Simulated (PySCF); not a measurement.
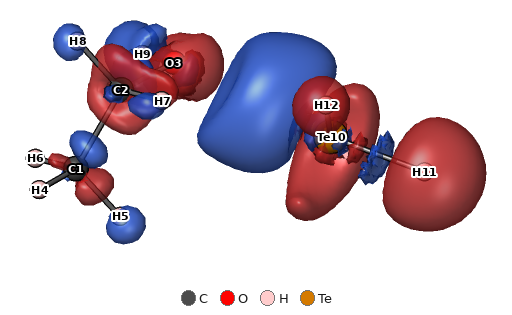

Figure. C2H8OTe, SMILES `CCO.[TeH2]`. Density of the complex less the densities of the two fragments at the same geometry, ±0.004 e/Å³ (red: gain, blue: loss). Fragment A: H6C2O (atoms 1–9); fragment B: TeH2.

Level of theory: CAM-B3LYP/def2-SVP (PySCF), at a geometry from GFN2-xTB. Core potentials replace the inner electrons of Te; spin–orbit coupling isn't included. GFN2-xTB bond lengths at metals and heavier atoms can be off by up to 0.1 Å and shapes distorted, which carries into these values.

Coordinates in Å:

```
C1       3.0276   -0.9014    0.1786
C2       2.4717    0.3468   -0.4935
O3       1.4879    0.9869    0.2888
H4       3.7325   -1.3973   -0.4823
H5       2.2165   -1.5884    0.4082
H6       3.5404   -0.6432    1.1042
H7       1.9668    0.0828   -1.4242
H8       3.2833    1.0509   -0.7228
H9       1.8636    1.2120    1.1469
Te10    -1.1188   -0.0560    0.0308
H11     -2.5969   -0.5869   -0.5145
H12     -0.7255    0.2125   -1.5404
```

**Which way does charge flow?**

Hirshfeld charges show 0.029 e passing from A to B. By Hirshfeld charges, electrons gather most on H11 (−0.035 e) and leave Te10 most (+0.012 e); 0.12 e is displaced in all, which induces a dipole of 1.17 D.

**What is the interaction energy, and which contacts carry it?**

The counterpoise-corrected interaction energy of the frozen fragments is −1.0 kcal/mol without dispersion correction and −2.9 kcal/mol with D3(BJ). The pair geometry is semi-empirical, not a minimum at this level. Contacts: O3···Te10, 2.82 Å, ρ = 0.022 a.u. The pose is a local one from a semi-empirical search, not shown to be the most stable.
